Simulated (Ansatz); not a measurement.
FH3Si···Cl (charge −1)

```yaml
atoms:
  - { symbol: F, position_ang: [-0.9784, -0.5413, -1.5255] }
  - { symbol: Si, position_ang: [-0.1024, -0.0567, -0.1597] }
  - { symbol: Cl, position_ang: [1.1702, 0.6475, 1.8244] }
  - { symbol: H, position_ang: [0.3162, -1.4281, 0.2326] }
  - { symbol: H, position_ang: [0.8523, 0.8060, -0.9040] }
  - { symbol: H, position_ang: [-1.2579, 0.5726, 0.5322] }
```

Geometry: PBE0-D4/def2-TZVP.

Level of theory: RKS PBE0-D4/def2-TZVPPD in Ansatz 0.2.0.

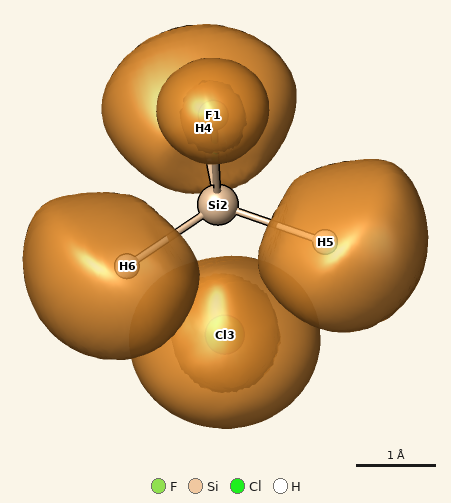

Figure 1. Isosurface of the electron localisation function at 0.8 (orange), seen at an oblique angle. Only the valence region is drawn (cores and ρ < 0.01 e/Å³ removed).

Where are the electrons localised?

Answer. At this value the surface marks out three regions around hydrogen nuclei, one region wrapped around Cl (its valence shell) and one region wrapped around F (its valence shell). Profiles from the grid: Si2···Cl3 (2.46 Å): the ELF peaks at about 0.85 between the atoms. Si–F (1.69 Å): the ELF peaks at about 0.85 in the valence shell of F, 0.6 Å from its nucleus, and is about 0.55 at the midpoint.

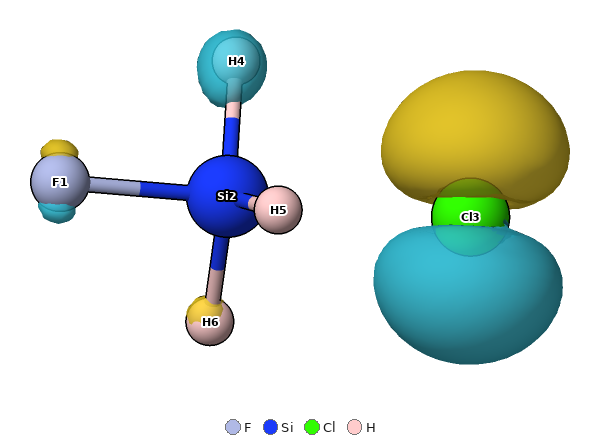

Figure 2. The HOMO at ±0.2 Å⁻³ᐟ² (yellow and cyan are the two phases), seen at an oblique angle.

Describe this orbital and give its energy.

Answer. By Hirshfeld shares it lies mainly on Cl3 (about 85 %); largely a lone pair of Cl3. It is one of a degenerate set, so its orientation is arbitrary. Its energy is −2.61 eV.

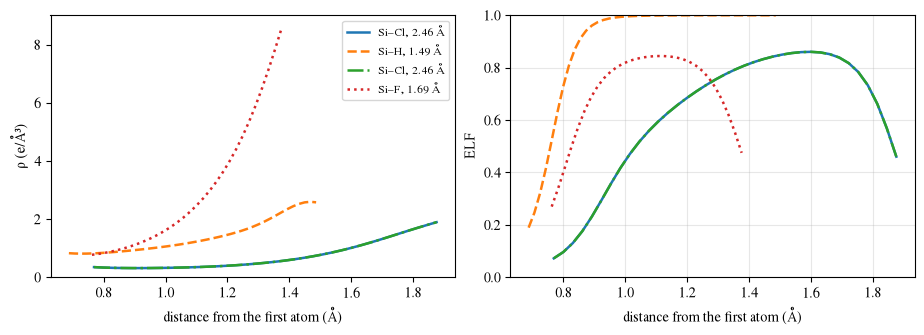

Figure 3. Electron density and ELF along straight lines between neighbouring atoms. The curves leave out the atomic cores.

What can be read from the curves?

Answer. Si–Cl (2.46 Å): ρ at the midpoint is about 0.41 e/Å³, with its minimum of 0.31 e/Å³ about 0.9 Å from Si; the ELF peaks at about 0.85 between the atoms.
Si–H (1.49 Å): ρ at the midpoint is about 0.81 e/Å³; the ELF climbs to about 1 towards the hydrogen, as it does in any bond to H.
Si2···Cl3 (2.46 Å): the density falls to about 0.31 e/Å³ on the way; the ELF peaks at about 0.85 between the atoms.
Si–F (1.69 Å): ρ at the midpoint is about 0.94 e/Å³; the ELF peaks at about 0.85 in the valence shell of F, 0.6 Å from its nucleus, and is about 0.55 at the midpoint.
